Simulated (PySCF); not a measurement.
**CHCl$_{3}$, SMILES `ClC(Cl)Cl`: what the electrons do**

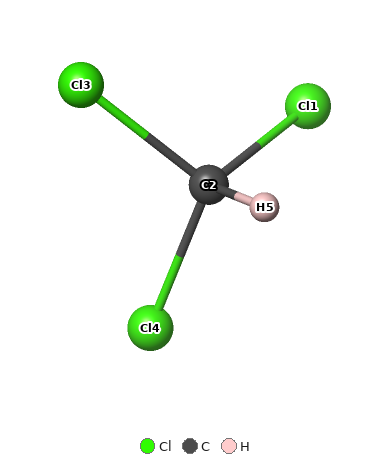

The molecule, with its atoms numbered as below. No frequency check shows the geometry to be a minimum.

Geometry (Å), atoms numbered from 1:

```
Cl1      1.6183   -0.4339    0.0874
C2       0.0001   -0.0001   -0.4811
Cl3     -1.1850   -1.1845    0.0874
Cl4     -0.4334    1.6184    0.0874
H5      -0.0000   -0.0000   -1.5724
```

### 1. Bonding charge

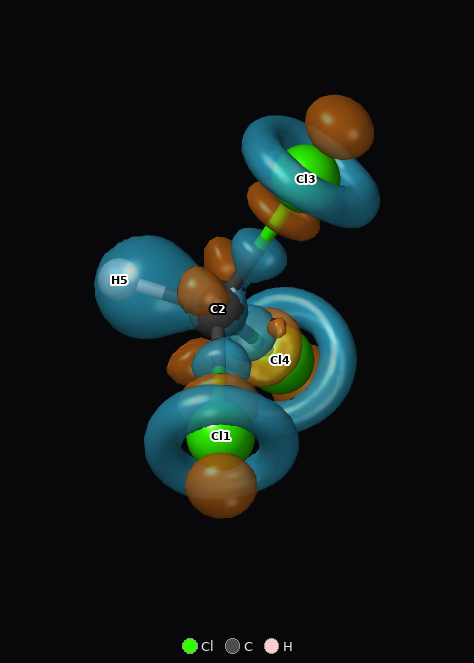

Deformation density (molecule less spherical, spin-averaged free atoms at the same positions), surfaces at ±0.11 e/Å³; light blue: gain, orange: loss.

Computed with PySCF, PBE0/def2-SVPD, geometry: GFN2-xTB.

Question: Describe the bonding that the map shows.

Answer: C2–H5: +0.83 e/Å³ at the bond critical point (bond length 1.09 Å). Cl1–C2, C2–Cl3 and C2–Cl4: +0.23 e/Å³ at the bond critical point (bond length 1.77 Å). In all, 1.3 electrons gather in the regions of gain relative to the promolecule.

### 2. Bond critical points

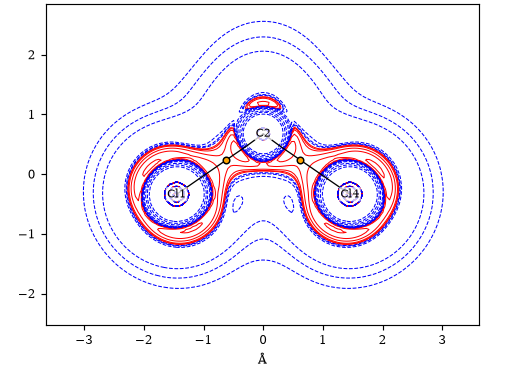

Negative Laplacian of the density (−∇²ρ) in the plane of Cl1, C2 and Cl4 (solid red lines positive, dashed blue lines negative, contours at ±0.02 to ±8 a.u.), with bond paths and bond critical points (dots).

Question: At which bond critical points in this plane is charge locally concentrated, and at which depleted?

Answer: Concentrated (∇²ρ < 0): Cl1–C2 and C2–Cl4 (−0.25 a.u.). At none is it depleted.

Question: Where along Cl1–C2 does the critical point lie?

Answer: 1.01 Å from Cl1 and 0.76 Å from C2.

### 3. Local ionisation energy

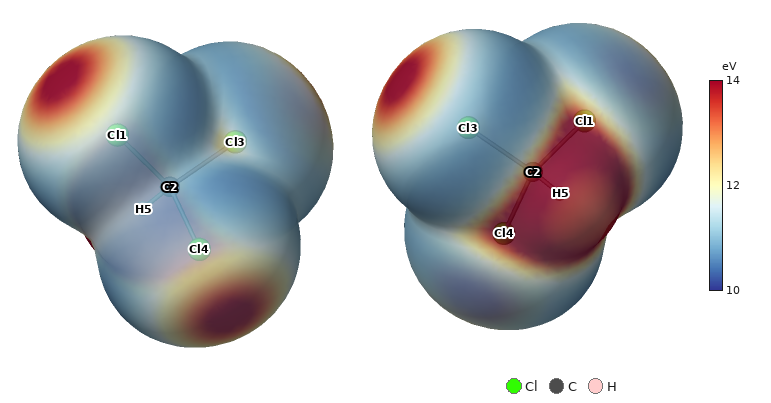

Average local ionisation energy on the surface of electron density 0.001 a.u. (back view left, front view right).

Question: Where are the most loosely bound electrons on this surface?

Answer: The lowest value is 10.6 eV, 2.1 Å from Cl3, and at like points elsewhere. Further minima include 10.7 eV, 2.1 Å from Cl3, and at like points elsewhere. For comparison, the highest occupied orbital lies at −9.0 eV.

Question: What volume does the surface enclose, and what is the dipole moment?

Answer: About 106 Å³; the dipole moment is 1.1 D.

### 4. Excited states

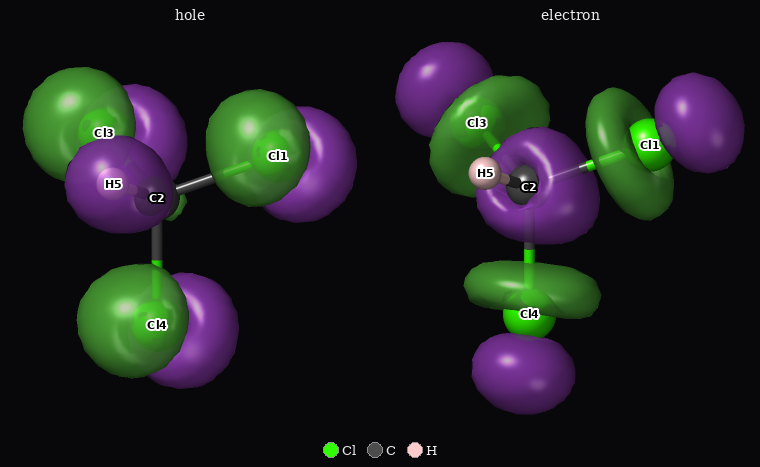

Leading natural transition orbital pair of S₂ (TDA singlet states); the surfaces enclose about 70 % of each orbital's density.

Level of theory: PBE0/def2-SVP (PySCF), at a geometry from GFN2-xTB. Without diffuse functions Rydberg states are missing, so the states' numbers hold for this basis only.

Question: Give its energy and the atoms that hole and electron lie on.

Answer: 7.38 eV (168 nm), f = 0.000 (dark); the leading pair carries 97 %; hole on Cl1, Cl3 and Cl4 (28 % each), C2 (9 %) and H5 (8 %), electron on C2 (29 %) and Cl1, Cl3 and Cl4 (23 % each); their centroids lie 0.0 Å apart; S₃ lies within 0.1 eV of it. In canonical orbitals it is mainly HOMO−1 → LUMO (96 %). The HOMO–LUMO gap is 8.52 eV.

### 5. In an electric field

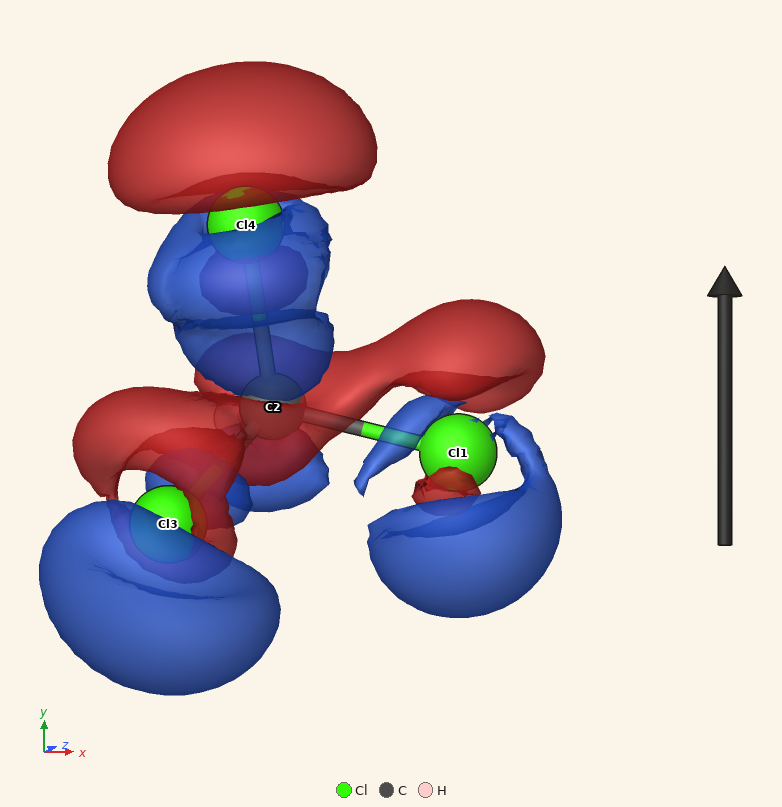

Change of the electron density in a uniform field of 0.26 V/Å along +y (arrow), surfaces at ±0.002 e/Å³ (blue: gain, red: loss).

Computed with PySCF, B3LYP/aug-cc-pVDZ, geometry: GFN2-xTB.

Question: How large is the response?

Answer: The induced dipole is 0.79 D (along the field); α along this axis, from the fields in both directions, is 62 bohr³ (9.2 Å³).

Question: Which atoms gain and lose the most charge?

Answer: Electrons gather most on Cl3 (Hirshfeld charge changes by −0.021 e) and leave Cl4 most (+0.028 e); 0.067 electrons are displaced in all.

### 6. Localised orbitals

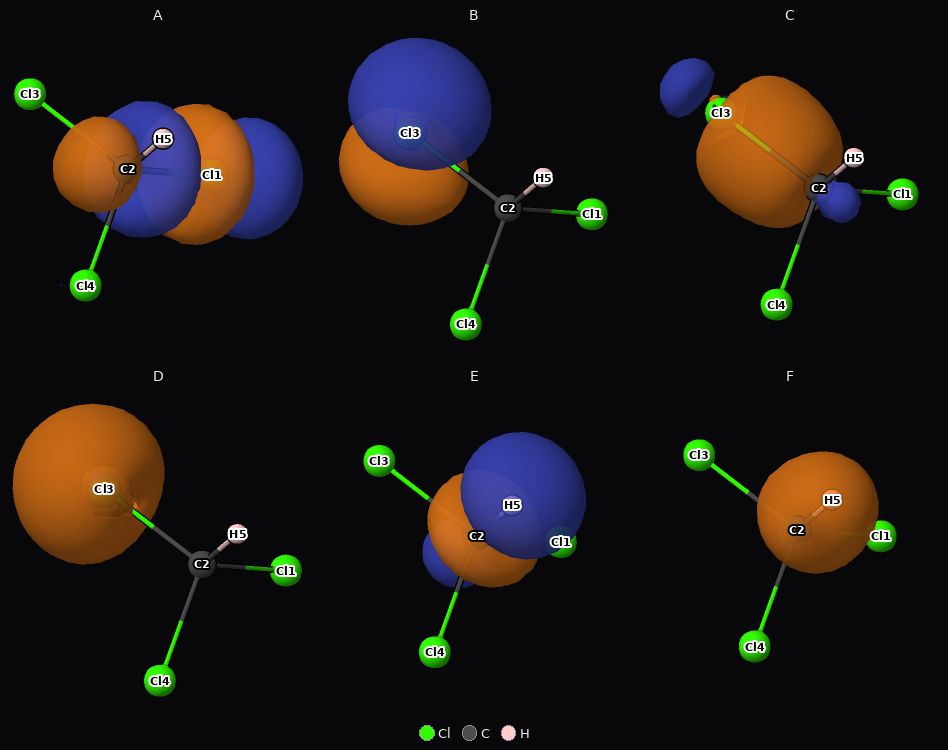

Intrinsic bond orbitals (IBO), occupied and valence-virtual; each surface holds about 80 % of the orbital's density. Energies are diagonal elements of the Fock matrix.

Method: PBE0/def2-TZVP; geometry: GFN2-xTB; program: PySCF.

Question: Identify each orbital.

Answer: By panel:
- A: σ* orbital C2–Cl1 (C2 52 %, Cl1 44 %; 1.7 eV)
- B: lone pair on Cl3 (p-type) (Cl3 98 %; −10.0 eV)
- C: σ bond Cl3–C2 (Cl3 54 %, C2 46 %; −17.9 eV)
- D: lone pair on Cl3 (s-type) (Cl3 100 %; −20.1 eV)
- E: σ* orbital H5–C2 (H5 60 %, C2 38 %; 7.4 eV)
- F: σ bond C2–H5 (C2 62 %, H5 38 %; −16.8 eV)

### 7. Stretching a bond

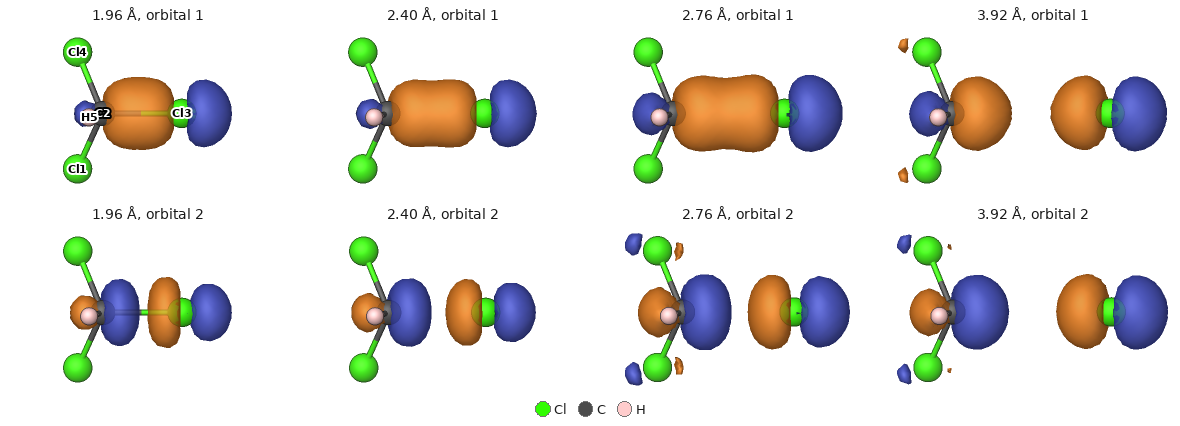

Rigid stretch of the C2–Cl3 bond. The two CASSCF(2,2) natural orbitals nearest half filling (orbital 1 the more occupied).

PySCF calculation, 6-31+G* basis, gas phase; geometry: GFN2-xTB.

Question: How do the occupations change along the stretch?

Answer: 1.96 Å: 1.95 and 0.05; 2.40 Å: 1.83 and 0.17; 2.76 Å: 1.65 and 0.35; 3.92 Å: 1.12 and 0.88. At the longest distance computed (4.98 Å) they are 1.01 and 0.99, and the effective number of unpaired electrons is 2.0.

Question: Where does the UHF solution part from RHF?

Answer: Between 2.14 Å (⟨S²⟩ = 0, the two coincide) and 2.40 Å (⟨S²⟩ = 0.58); at 4.98 Å ⟨S²⟩ is 1.02 and UHF lies 4.5 eV below RHF.

Question: How much energy does the stretch cost?

Answer: By CASSCF, 2.7 eV from the lowest point of the scan (1.78 Å) to 4.98 Å; RHF gives 6.5 eV from its own lowest point. The fragments aren't relaxed and dynamic correlation is missing, so this isn't a bond dissociation energy.

The PySCF runs shown took 5 s, 21 s, 12 s, 5.9 s and 110 s on 1 thread of Intel(R) Xeon(R) 6975P-C (Granite Rapids) (shared host).
